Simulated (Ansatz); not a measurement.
## Electronic structure of CHCl2GeNO (SMILES O=C=[N][GeH]([Cl])[Cl]) in real space

Input

```
crystal:
  periodic: [false, false, false]
  atoms:
    - {symbol: O, position_ang: [-0.836960, -2.804820, -0.150812]}
    - {symbol: C, position_ang: [-0.201622, -1.835047, -0.136901]}
    - {symbol: N, position_ang: [0.530950, -0.876316, -0.134193]}
    - {symbol: Ge, position_ang: [0.349666, 0.916527, 0.035055]}
    - {symbol: Cl, position_ang: [-0.929174, 1.625409, -1.514308]}
    - {symbol: Cl, position_ang: [-0.572110, 1.338372, 1.908791]}
    - {symbol: H, position_ang: [1.720550, 1.567775, -0.053333]}
basis:
  gaussian: {orbitals: def2-TZVPP}
hamiltonian: {xc: pbe0, dispersion: d4}
output: {orbitals: {seedname: orbitals}}
```

Launched as:

```sh
ansatz run in.yaml --threads 4 --pin off --events-out ev --progress --plain --max-ram 10444MiB
```

Geometry: PBE0-D4/def2-TZVP.

Computed with RKS PBE0-D4/def2-TZVPP (Ansatz).

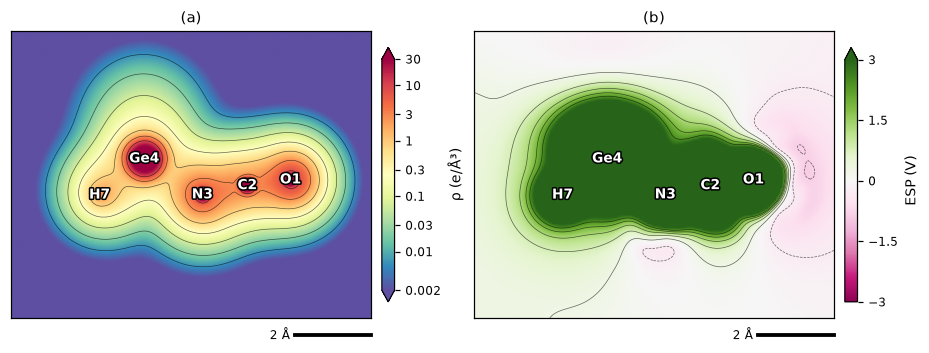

Figure 1. (a) total electron density; (b) molecular electrostatic potential on the plane of atoms C2, N3 and Ge4.

Question: Read the bonding off the picture.

Answer: The section cuts through O, C, N, Ge and H sites.
C–O (1.16 Å): ρ at the midpoint is about 3.7 e/Å³.
C–N (1.21 Å): ρ is about 3.1 e/Å³ halfway.
Ge–N (1.81 Å): ρ at the midpoint is about 0.96 e/Å³.
Ge–H (1.52 Å): the density is about 1.1 e/Å³ at the midpoint.
Outside the dense part of the molecule the potential is most negative (−0.9 V) near O1.

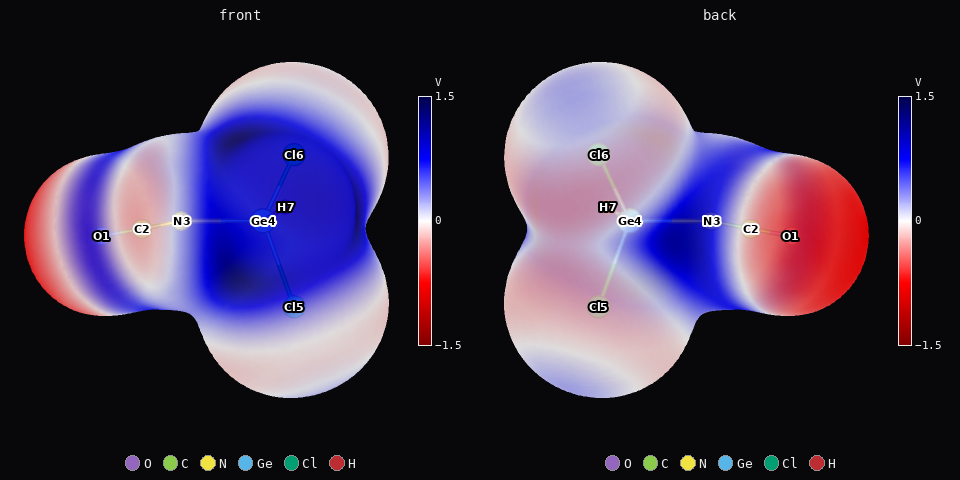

Figure 2. The electrostatic potential painted on the density surface at 0.001 e/bohr³, seen from the front and from behind; the colour scale runs from red (negative) to blue (positive).

Question: Which sites attract a positive test charge, and which a negative one?

Answer: A positive charge is drawn to the negative regions and a negative charge to the positive ones. The most negative region (about −0.8 V) lies over O1, the most positive (about +1.3 V) over Ge4.

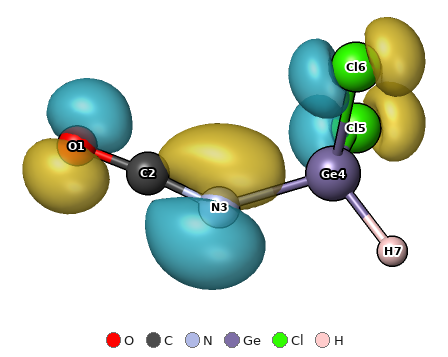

Figure 3. The HOMO−1 at ±0.15 Å⁻³ᐟ² (yellow and cyan are the two phases), seen from one side.

Question: Describe this orbital and give its energy.

Answer: Its weight (Hirshfeld) is mainly on N3 (about 40 %), O1 (about 25 %), Cl6 (about 10 %), Cl5 (about 10 %) and C2 (about 10 %); largely a combination of lone pairs on N3, O1, Cl6 and Cl5. Its energy is −9.36 eV.

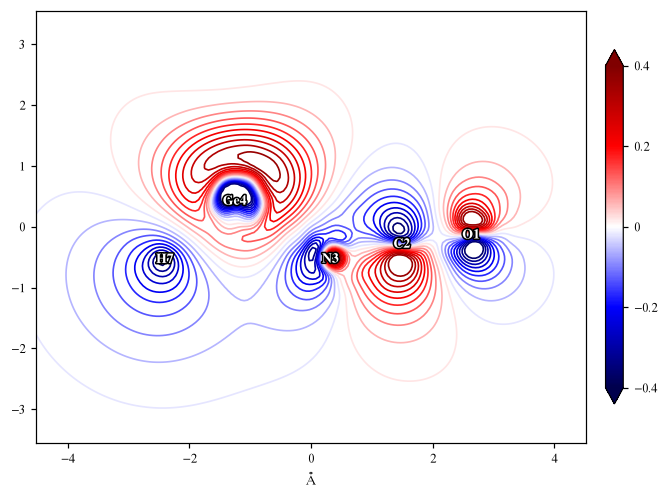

Figure 4. One frontier orbital on the plane of atoms C2, N3 and Ge4 (values in Å⁻³ᐟ²; the overall sign is arbitrary).

Question: Which orbital is it: HOMO or LUMO?

Answer: The LUMO, at −1.28 eV. By Hirshfeld shares it lies mainly on Ge4 (about 30 %), Cl5 (about 20 %), Cl6 (about 20 %), H7 (about 10 %), C2 (about 10 %) and N3 (about 5 %).
